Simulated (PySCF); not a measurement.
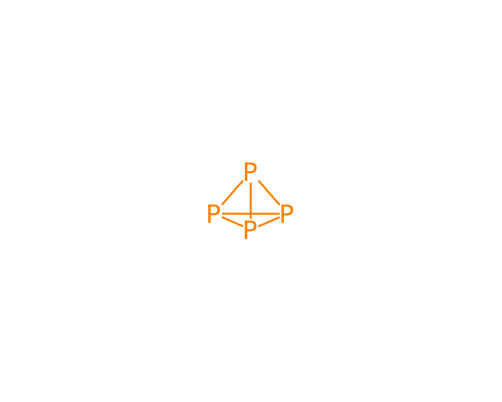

The computed structure is the end point of a PBE0-D3(BJ)/def2-SVP optimisation. No frequency run is at hand to confirm it as a minimum. Program: PySCF 2.14.0.

At this fixed geometry, give HOMO–LUMO gap (eV) at these levels: B3LYP/pcSseg-2; B97-D/pcSseg-2; BLYP/pcSseg-2; BP86/pcSseg-2; KT2/pcSseg-2; KT3/pcSseg-2; LDA/pcSseg-2; OPBE/pcSseg-2; PBE/pcSseg-2; PBE0/pcSseg-2; mPW1PW91/pcSseg-2.

| level | HOMO–LUMO gap (eV) |
| --- | --- |
| B3LYP/pcSseg-2 | 6.37 |
| B97-D/pcSseg-2 | 4.97 |
| BLYP/pcSseg-2 | 4.93 |
| BP86/pcSseg-2 | 4.98 |
| KT2/pcSseg-2 | 5.01 |
| KT3/pcSseg-2 | 5.02 |
| LDA/pcSseg-2 | 4.97 |
| OPBE/pcSseg-2 | 5.05 |
| PBE/pcSseg-2 | 4.98 |
| PBE0/pcSseg-2 | 6.79 |
| mPW1PW91/pcSseg-2 | 6.79 |
